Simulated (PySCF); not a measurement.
## Electronic structure of C5H4OSi (SMILES O=CC#CC#C[SiH3]) in real space

Input

```
{"job": {"kind": "nmr", "xc": "PBE0", "basis": "pcSseg-1"}, "charge": 0, "multiplicity": 1}
O     -4.198694     1.809395    -0.253008
C     -3.643687     0.770112    -0.502499
C     -2.277693     0.475745    -0.256820
C     -1.107375     0.224099    -0.045082
C      0.193836    -0.056387     0.188900
C      1.365177    -0.298690     0.404794
Si     3.150220    -0.646642     0.739895
H     -4.180538    -0.083564    -0.968035
H      3.217423    -1.958210     1.385664
H      3.651990     0.410133     1.618804
H      3.834765    -0.643321    -0.553646
```

Command:

```sh
OMP_NUM_THREADS=1 python probes_run.py task.json out
```

Geometry: GFN2-xTB.

Theory: PBE0/pcSseg-1, SCF density, gas phase, non-relativistic (PySCF).

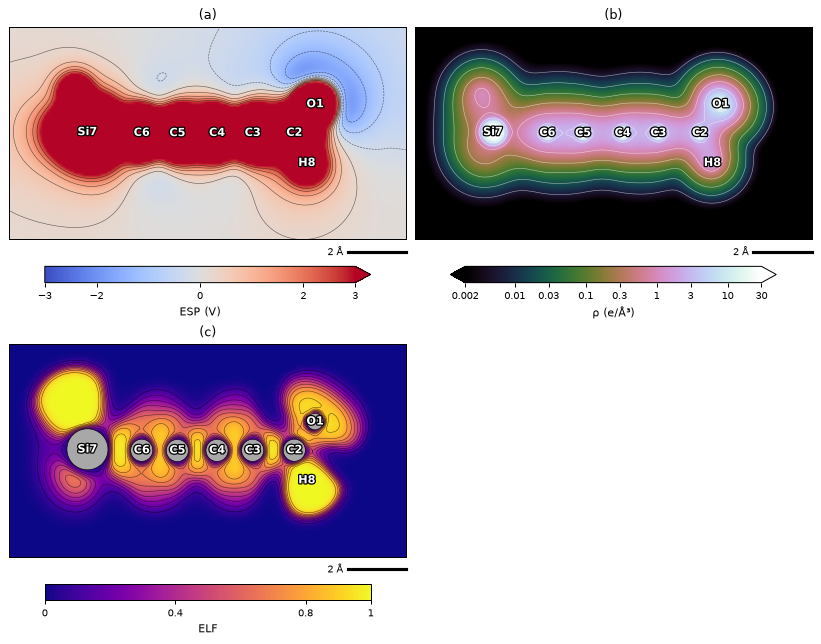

Figure 1. (a) molecular electrostatic potential; (b) electron density; (c) ELF on the plane of atoms O1, C2 and C3. Grey discs cover the atomic cores in the ELF map.

### Read the bonding off the picture.

- The section cuts through O, C, Si and H sites.
- C–O (1.20 Å): ρ is about 3.3 e/Å³ halfway; the ELF peaks at about 0.85 between the atoms; a multiple bond.
- C–C (1.22 Å): ρ at the midpoint is about 2.7 e/Å³; the ELF peaks at about 0.85 between the atoms: a multiple bond.
- C–Si (1.85 Å): ρ is about 0.92 e/Å³ halfway; the ELF peaks at about 0.95 between the atoms (a shared electron pair).
- C–H (1.11 Å): ρ at the midpoint is about 2 e/Å³; the ELF climbs to about 1 towards the hydrogen, as it does in any bond to H (a covalent bond by its length).
- C–C (1.35 Å): the density is about 2.1 e/Å³ at the midpoint; the ELF peaks at about 0.95 between the atoms; a covalent bond.
- The ELF also peaks beside O1, away from the bonds: lone-pair regions.
- Outside the dense part of the molecule the potential is most negative (−1.8 V) near O1.

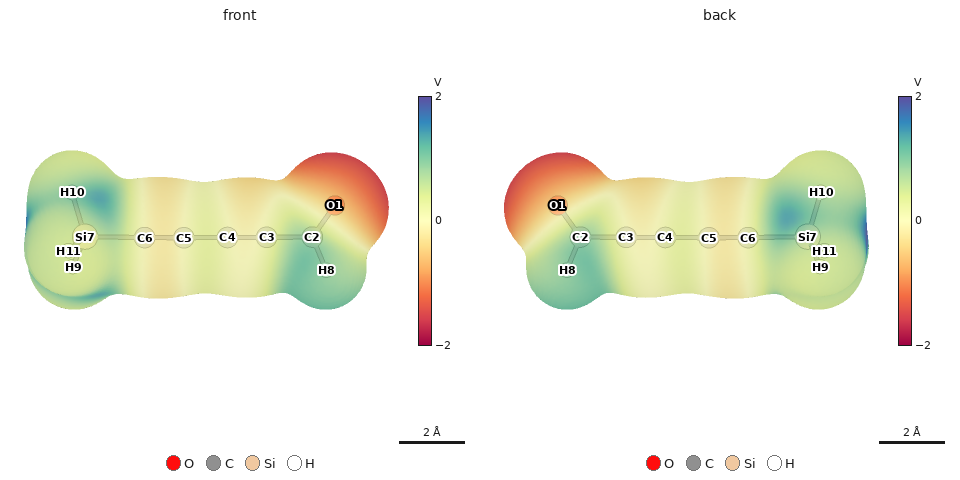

Figure 2. The electrostatic potential painted on the density surface at 0.002 e/bohr³, seen from the front and from behind; red is negative and blue positive.

### Where is the surface potential most negative and most positive?

The most negative region (about −1.5 V, or −35 kcal/mol for a unit charge) lies over O1, the most positive (about +1.8 V, or +42 kcal/mol for a unit charge) over Si7. O1 is the likeliest acceptor of a hydrogen bond.
